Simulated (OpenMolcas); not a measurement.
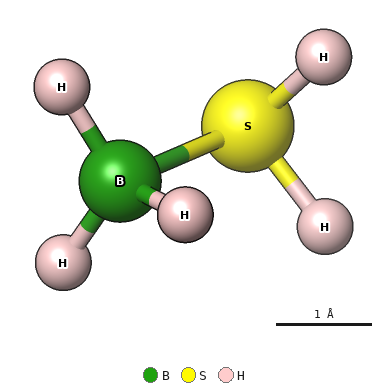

*The input geometry (ball-and-stick view, seen at a tilt).*

Bond lengths as drawn: B–H 1.18 Å, B–S 2.04 Å and H–S 1.34 Å.

# Single-point calculation of BH$_{5}$S

System: BH$_{5}$S (B(H2S)H3).
Method: MP2/def2-SVP, RHF (OpenMolcas 26.06).

The geometry comes from this level: GFN2-xTB.

## What the program printed
```
--- Start Module: gateway ---

                                              &GATEWAY

                       available to each process: 1.9 GB of memory, 1 thread

 Basis Set     1 Label: B.DEF2-SVP
 Basis set is read from library:.
 basistype.tbl is not found

 Basis Set     2 Label: S.DEF2-SVP
 Basis set is read from library:.
 basistype.tbl is not found

 Basis Set     3 Label: H.DEF2-SVP
 Basis set is read from library:.
 basistype.tbl is not found

++    Symmetry information:
      ---------------------

                    Character Table for C1

                             E
                    a        1  x, y, xy, Rz, z, xz, Ry, yz, Rx, I
--

++    Basis set information:
      ----------------------

      Basis set label: B.DEF2-SVP.........

      Electronic valence basis set:
      ------------------
      Associated Effective Charge   5.000000 au
      Associated Actual Charge      5.000000 au
      Nuclear Model: Point charge

      Shell  nPrim  nBasis  Cartesian Spherical Contaminant
         s       7       3        X
         p       4       2        X
         d       1       1                 X

      Basis set label: S.DEF2-SVP.........

      Electronic valence basis set:
      ------------------
      Associated Effective Charge  16.000000 au
      Associated Actual Charge     16.000000 au
      Nuclear Model: Point charge

      Shell  nPrim  nBasis  Cartesian Spherical Contaminant
         s      10       4        X
         p       7       3        X
         d       1       1                 X

      Basis set label: H.DEF2-SVP.........

      Electronic valence basis set:
      ------------------
      Associated Effective Charge   1.000000 au
      Associated Actual Charge      1.000000 au
      Nuclear Model: Point charge

      Shell  nPrim  nBasis  Cartesian Spherical Contaminant
         s       4       2        X
         p       1       1        X
--

++    Molecular structure info:
      -------------------------

                    ************************************************
                    **** Cartesian Coordinates / bohr, angstrom ****
                    ************************************************

     Center  Label                x              y              z                     x              y              z
        1      B1               0.241186      -0.410524      -1.544076              0.127630      -0.217240      -0.817090
        2      S2               0.253318      -0.437113       2.310058              0.134050      -0.231310       1.222430
        3      H3               0.956674       1.960610       2.674000              0.506250       1.037510       1.415020
        4      H4              -2.181557       0.127916       2.673679             -1.154430       0.067690       1.414850
        5      H5               2.419208      -0.410033      -2.032627              1.280190      -0.216980      -1.075620
        6      H6              -0.856046       1.473174      -2.044230             -0.453000       0.779570      -1.081760
        7      H7              -0.832802      -2.304049      -2.036804             -0.440700      -1.219250      -1.077830

                    ***************************************
                    *    InterNuclear Distances / bohr    *
                    ***************************************

               1 B1            2 S2            3 H3            4 H4            5 H5            6 H6
    1 B1       0.000000
    2 S2       3.854245        0.000000
    3 H3       4.891459        2.525121        0.000000
    4 H4       4.893777        2.525884        3.634179        0.000000
    5 H5       2.232144        4.852909        5.469122        6.603465        0.000000
    6 H6       2.236602        4.882592        5.077917        5.081866        3.778081        0.000000
    7 H7       2.231964        4.853896        6.601606        5.470122        3.763361        3.777301

               7 H7
    7 H7       0.000000

                    *******************************************
                    *    InterNuclear Distances / angstrom    *
                    *******************************************

               1 B1            2 S2            3 H3            4 H4            5 H5            6 H6
    1 B1       0.000000
    2 S2       2.039579        0.000000
    3 H3       2.588449        1.336236        0.000000
    4 H4       2.589675        1.336640        1.923125        0.000000
    5 H5       1.181200        2.568049        2.894135        3.494403        0.000000
    6 H6       1.183559        2.583756        2.687118        2.689208        1.999274        0.000000
    7 H7       1.181105        2.568571        3.493420        2.894664        1.991485        1.998862

               7 H7
    7 H7       0.000000

                    **************************************
                    *    Valence Bond Angles / degree    *
                    **************************************
                          Atom centers                 Phi
                      5 H5       1 B1       6 H6       115.44
                      5 H5       1 B1       7 H7       114.92
                      6 H6       1 B1       7 H7       115.41
                      3 H3       2 S2       4 H4        92.03
--

            Nuclear Potential Energy             54.18953679 au

--- Stop Module: gateway /rc=_RC_ALL_IS_WELL_ ---

--- Start Module: seward ---

                                              &SEWARD

                       available to each process: 1.9 GB of memory, 1 thread

               SEWARD will generate:
                  Multipole Moment integrals up to order  2
                  Kinetic Energy integrals
                  Nuclear Attraction integrals (point charge)
                  One-Electron Hamiltonian integrals
                  Velocity integrals
                  Orbital angular momentum around (  0.2136  -0.3674   1.1680 )
                  Velocity quadrupole around (  0.2136  -0.3674   1.1680 )
                  Two-Electron Repulsion integrals

                   Integrals are discarded if absolute value <: 1.00E-14
                   Integral cutoff threshold is set to       <: 1.00E-16

            Nuclear Potential Energy             54.18953679 au

      Basis set specifications :
      Symmetry species         a
      Basis functions           57

--- Stop Module: seward /rc=_RC_ALL_IS_WELL_ ---

--- Start Module: scf ---

                                                &SCF

                       available to each process: 1.9 GB of memory, 1 thread

++    Input section:
      --------------

      Header of the integral files:

      Cartesian coordinates in angstrom:
      -----------------------------------------------------
      No.  Label        X            Y            Z
      -----------------------------------------------------
       1   B1         0.12763000  -0.21724000  -0.81709000
       2   S2         0.13405000  -0.23131000   1.22243000
       3   H3         0.50625000   1.03751000   1.41502000
       4   H4        -1.15443000   0.06769000   1.41485000
       5   H5         1.28019000  -0.21698000  -1.07562000
       6   H6        -0.45300000   0.77957000  -1.08176000
       7   H7        -0.44070000  -1.21925000  -1.07783000
      -----------------------------------------------------
      Nuclear repulsion energy =   54.18953679
--

++    Orbital specifications:
      -----------------------

      Symmetry species               1
                                     a
      Frozen orbitals                0
      Occupied orbitals             13
      Secondary orbitals            44
      Deleted orbitals               0
      Total number of orbitals      57
      Number of basis functions     57
--

      Molecular charge                           0.000

++    Optimization specifications:
      ----------------------------

      SCF Algorithm: Conventional
      Minimized density differences are used
      Number of density matrices in core                 5
      Maximum number of NDDO SCF iterations            400
      Maximum number of HF SCF iterations              400
      Threshold for SCF energy change             1.00E-10
      Threshold for density matrix                1.00E-07
      Threshold for Fock matrix                   1.00E-07
      Threshold for linear dependence             1.00E-09
      Threshold at which DIIS is turned on        1.50E-01
      Maximum depth in the DIIS procedure                5
      Maximum depth in the BFGS Hessian update          30
      Threshold at which QNR/C2DIIS is turned on  7.50E-02
      Threshold for Norm(delta) (QNR/C2DIIS)      1.00E-05
      All orbitals punched on: SCFORB
--

      Input vectors read from INPORB
      Orbital file label: *Guess orbitals

++ Convergence information
                                   SCF        iterations: Energy and convergence statistics

Iter     Tot. SCF        One-elec.       Two-elec.     Energy      Max Dij or  Max Fij      DNorm      TNorm      AccCon     Time
         Energy          Energy          Energy        Change      Delta Norm                                                in Sec.
   1  -424.685039509  -686.922072661   208.047496359   0.00E+00    2.46E-01*   1.19E-01*    6.63E+00   1.00E+02   None         0.
   2  -424.924093341  -693.513910259   214.400280126  -2.39E-01*   5.54E-02*   3.83E-02*    1.30E+00   1.02E+02   EDIIS        0.
   3  -424.938444471  -691.835824823   212.707843560  -1.44E-02*   1.87E-02*   6.18E-03*    5.47E-01   1.01E+02   c2DIIS       0.
   4  -424.939682315  -692.271139815   213.141920707  -1.24E-03*   7.38E-03*   2.89E-03*    5.75E-02   1.02E+02   QNRc2DIIS    0.
   5  -424.939811194  -692.216424027   213.087076041  -1.29E-04*   4.69E-03*   9.27E-04*    1.36E-02   1.01E+02   QNRc2DIIS    0.
   6  -424.939832921  -692.237244492   213.107874778  -2.17E-05*   3.32E-04*   1.13E-04*    3.44E-03   1.01E+02   QNRc2DIIS    0.
   7  -424.939833258  -692.232825104   213.103455054  -3.37E-07*   1.51E-04*   3.66E-05*    7.11E-04   1.01E+02   QNRc2DIIS    0.
   8  -424.939833290  -692.232962650   213.103592568  -3.18E-08*   1.43E-05*   3.67E-06*    1.56E-04   1.01E+02   QNRc2DIIS    0.
   9  -424.939833290  -692.233056787   213.103686705  -3.35E-10*   3.74E-06    1.24E-06*    3.72E-05   1.01E+02   QNRc2DIIS    0.
  10  -424.939833290  -692.233047495   213.103677413  -2.84E-11    1.48E-06    3.84E-07*    6.12E-05   1.01E+02   QNRc2DIIS    0.
  11  -424.939833290  -692.233052311   213.103682229  -3.58E-12    2.25E-07    6.51E-08     2.62E-05   1.01E+02   QNRc2DIIS    0.

       Convergence after  11 Iterations
--

 *****************************************************************************************************************************
 *                                             SCF/KS-DFT Program, Final results                                             *
 *                                                       Final Results                                                       *
 *****************************************************************************************************************************

::    Total SCF energy                               -424.9398332900
      One-electron energy                            -692.2330523114
      Two-electron energy                             213.1036822290
      Nuclear repulsion energy                         54.1895367924
      Kinetic energy (interpolated)                   424.7943000604
      Virial theorem                                    1.0003425969
      Total spin, S(S+1)                                0.0000000000
      Total spin, S                                     0.0000000000
      Max non-diagonal density matrix element           0.0000002055
      Max non-diagonal Fock matrix element              0.0000000215

      All orbitals with orbital energies smaller than  E(LUMO)+0.5 are printed

++    Molecular orbitals:
      -------------------

      Title: SCF orbitals

      Molecular orbitals for symmetry species 1: a

          Orbital            1         2         3         4         5         6         7         8         9        10
          Energy          -91.9972   -9.0321   -7.5497   -6.7196   -6.7188   -6.7170   -1.0524   -0.6925   -0.6447   -0.5595
          Occ. No.          2.0000    2.0000    2.0000    2.0000    2.0000    2.0000    2.0000    2.0000    2.0000    2.0000

          Orbital           11        12        13        14        15        16        17        18        19        20
          Energy           -0.4548   -0.4437   -0.4306    0.1330    0.1413    0.2184    0.2822    0.2824    0.3499    0.4213
          Occ. No.          2.0000    2.0000    2.0000    0.0000    0.0000    0.0000    0.0000    0.0000    0.0000    0.0000

          Orbital           21        22        23        24        25
          Energy            0.4253    0.4404    0.4885    0.4887    0.6186
          Occ. No.          0.0000    0.0000    0.0000    0.0000    0.0000

--

++    Molecular charges:
      ------------------

      Mulliken charges per centre and basis function type
      ---------------------------------------------------

                B1      S2      H3      H4      H5      H6      H7
      1s       2.8788  5.7695  0.8671  0.8671  1.0902  1.0985  1.0902
      2px      0.8713  3.1045  0.0053  0.0221  0.0109  0.0040  0.0039
      2pz      0.3085  3.6698  0.0058  0.0058  0.0015  0.0016  0.0015
      2py      0.8544  3.2804  0.0217  0.0049  0.0017  0.0085  0.0087
      3d2+     0.0141  0.0375  0.0000  0.0000  0.0000  0.0000  0.0000
      3d1+     0.0011  0.0075  0.0000  0.0000  0.0000  0.0000  0.0000
      3d0      0.0256  0.0212  0.0000  0.0000  0.0000  0.0000  0.0000
      3d1-     0.0015  0.0072  0.0000  0.0000  0.0000  0.0000  0.0000
      3d2-     0.0140  0.0120  0.0000  0.0000  0.0000  0.0000  0.0000
      Total    4.9693 15.9098  0.8999  0.8999  1.1044  1.1125  1.1043

      N-E      0.0307  0.0902  0.1001  0.1001 -0.1044 -0.1125 -0.1043

      Total electronic charge=   26.000000

      Total            charge=   -0.000000
--

++    Molecular properties:
      ---------------------

      Charge (e):
                      =   -0.0000
      Dipole Moment (debye):
      Origin of the operator (angstrom)=    0.1130   -0.1944    0.6181
                   X= -6.9606E-01               Y=  1.1850E+00               Z=  3.8871E+00           Total=  4.1229E+00
      Quadrupole Moment (debye*angstrom):
      Origin of the operator (angstrom)=    0.1130   -0.1944    0.6181
                  XX= -2.1904E+01              XY=  5.0844E-01              XZ= -8.1033E-01              YY= -2.2480E+01
                  YZ=  1.3935E+00              ZZ= -2.7831E+01
      In traceless form (debye*angstrom)
                  XX=  3.2515E+00              XY=  7.6265E-01              XZ= -1.2155E+00              YY=  2.3872E+00
                  YZ=  2.0902E+00              ZZ= -5.6387E+00
--

--- Stop Module: scf /rc=_RC_ALL_IS_WELL_ ---

--- Start Module: mbpt2 ---

                                               &MBPT2

                       available to each process: 1.9 GB of memory, 1 thread

WARNING!
Default frozen orbitals as non valence orbitals is overwritten by user input.
Default values:   6

      Cartesian coordinates in angstrom:
      -----------------------------------------------------
      No.  Label        X            Y            Z
      -----------------------------------------------------
       1   B1         0.12763000  -0.21724000  -0.81709000
       2   S2         0.13405000  -0.23131000   1.22243000
       3   H3         0.50625000   1.03751000   1.41502000
       4   H4        -1.15443000   0.06769000   1.41485000
       5   H5         1.28019000  -0.21698000  -1.07562000
       6   H6        -0.45300000   0.77957000  -1.08176000
       7   H7        -0.44070000  -1.21925000  -1.07783000
      -----------------------------------------------------
      Nuclear repulsion energy =   54.18953679

      Contents of RUNFILE file:
      -------------------------

      Symmetry species                           1
                                                 a
      Number of basis functions                 57
      Frozen occupied orbitals                   6
      Active occupied orbitals                   7
      Active external orbitals                  44
      Deleted external orbitals                  0

      Reference numbers of frozen occupied orbitals according to the original input sequence
      symmetry species 1                        1  2  3  4  5  6

      Energies of the active occupied orbitals

      symmetry species 1                    -1.052430     -0.692481     -0.644747     -0.559547     -0.454819
                                            -0.443705     -0.430583

      Energies of the active external orbitals

      symmetry species 1                     0.132957      0.141300      0.218433      0.282207      0.282376
                                             0.349861      0.421277      0.425265      0.440408      0.488468
                                             0.488715      0.618577      0.684239      0.762429      0.781301
                                             0.807818      0.915700      0.931960      0.954687      0.966376
                                             1.027111      1.120434      1.249614      1.269024      1.323425
                                             1.328931      1.699876      1.700566      1.719914      1.761825
                                             1.772083      1.818063      1.901845      1.933465      2.112976
                                             2.116697      2.161621      2.453746      2.487104      2.492672
                                             2.534829      2.868868      2.976686      2.983900

      ********************************************************************************************************
      *                                               Results                                                *
      ********************************************************************************************************

 Conventional algorithm used...

       SCF energy                           =     -424.9398332900 a.u.
       Second-order correlation energy      =       -0.2556855661 a.u.

       Total energy                         =     -425.1955188560 a.u.
       Reference weight ( Cref**2 )         =        0.90866

::    Total MBPT2 energy                             -425.1955188560

       Zeroth-order energy (E0)             =     -211.8361510610 a.u.

       Shanks-type energy S1(E)             =     -425.1958260006 a.u.

       Data processing and timing information:

       Section                                              time(sec)
                                                          CPU  Elapsed

      Input data processing                              0.03      0.03
      Transformation of integrals                        0.05      0.04
      MBPT2 calculations (BJAI)                          0.00      0.00
      Total MBPT2 calculations                           0.08      0.07

--- Stop Module: mbpt2 /rc=_RC_ALL_IS_WELL_ ---

.##################.
.# Happy landing! #.
.##################.

    Timing: Wall=2.29 User=1.71 System=0.57
```

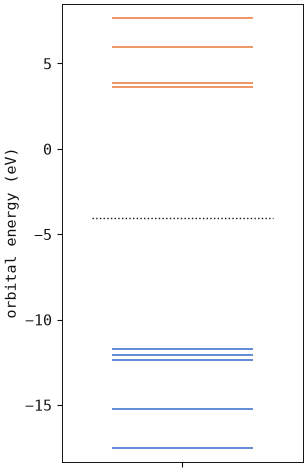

*Orbital energies near the frontier (SCF reference); the dotted line parts filled from empty levels, and levels within 0.02 eV of each other stand side by side.*

Highest filled −11.72 eV, lowest empty 3.62 eV, 15.34 eV apart.

The run was set up as follows.

## The input
```
* BH5S MP2

&GATEWAY
 BasLib=$CurrDir
 Coord=input.xyz
 Basis=def2-SVP
 Group=NoSym

&SEWARD

&SCF
 Thresholds=1e-10 1e-07 1e-07 1e-05
 PrOrbitals=1 1

&MBPT2
 Frozen=6
```

## File input.xyz
```
7

B      0.127630    -0.217240    -0.817090
S      0.134050    -0.231310     1.222430
H      0.506250     1.037510     1.415020
H     -1.154430     0.067690     1.414850
H      1.280190    -0.216980    -1.075620
H     -0.453000     0.779570    -1.081760
H     -0.440700    -1.219250    -1.077830
```

Launched with:
```bash
export MOLCAS_MEM=1860
pymolcas calc.input > calc.log
```

## Summary

| quantity | value |
| --- | --- |
| outcome | converged |
| total energy | −425.195519 hartree |
| SCF energy | −424.939833 hartree |
| MP2 energy | −425.195519 hartree |
| correlation energy | −0.255686 hartree |
| basis functions | 57 |
| HOMO of the SCF reference | −11.72 eV |
| LUMO of the SCF reference | 3.62 eV |
| hardware | 1 thread of Arm Neoverse V1, 24 GiB of memory available, shared host |
| wall time | 2.5 s |
| peak memory | 0.39 GiB |
